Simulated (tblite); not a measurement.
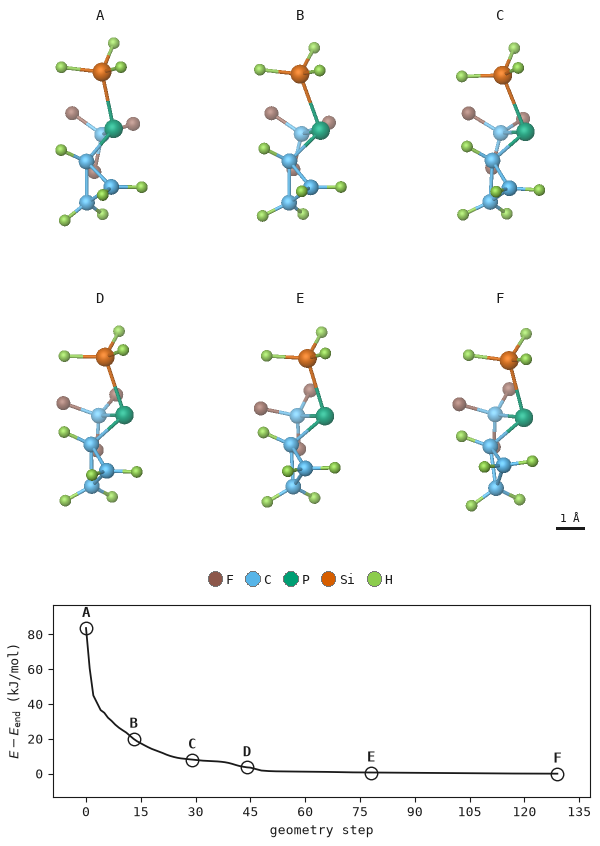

Frames of a relaxation of C₄H₈F₃PSi, marked on the history of the run. Style: ball-and-stick. Shown from a free direction.

The calculation used GFN2-xTB geometry optimisation, gas phase (tblite 0.8.0). 

> Describe the path.

The atom that moves furthest after the best rigid fit is an F atom (1.06 Å). By element the largest moves are F 1.06 Å, H 0.78 Å, P 0.44 Å, C 0.36 Å, Si 0.33 Å. Among the contacts that change: P–Si 2.199 → 2.256 Å, C–F 1.397 → 1.340 Å, C–C 1.518 → 1.491 Å, C–H 1.107 → 1.080 Å. Among the angles between lasting bonds that change: C–P–Si 112.3° → 95.5°, C–P–C 111.8° → 95.5°, Si–P–C 107.1° → 100.4°. Groups turn about C–P by about 30°. The energy falls by 83.7 kJ/mol in 129 geometry steps. Cost: 1.1 s on 1 thread of Arm Neoverse V1 (shared host). From step 0 to 13: an H atom moves most (0.27 Å), energy −63.6 kJ/mol. From step 13 to 29: F and H atoms move most (0.31 Å), energy −11.9 kJ/mol. From step 29 to 44: an F atom moves most (0.37 Å), energy −4.44 kJ/mol. From step 44 to 78: an F atom moves most (0.26 Å), energy −3.02 kJ/mol. From step 78 to 129: H atoms move most (0.27 Å), energy −0.63 kJ/mol.

| step | E − E(0), kJ/mol |
| --- | --- |
| 0 | 0.00 |
| 1 | -23.18 |
| 2 | -38.74 |
| 3 | -42.96 |
| 4 | -47.12 |
| 5 | -48.67 |
| 6 | -51.49 |
| 7 | -53.33 |
| 8 | -55.49 |
| 9 | -57.24 |
| 10 | -58.68 |
| 16 | -67.36 |
| 23 | -73.46 |
| 29 | -75.57 |
| 35 | -76.49 |
| 41 | -78.68 |
| 48 | -81.86 |
| 54 | -82.37 |
| 60 | -82.48 |
| 66 | -82.65 |
| 73 | -82.91 |
| 79 | -83.05 |
| 85 | -83.10 |
| 91 | -83.17 |
| 98 | -83.36 |
| 104 | -83.46 |
| 110 | -83.54 |
| 116 | -83.58 |
| 123 | -83.62 |
| 129 | -83.66 |
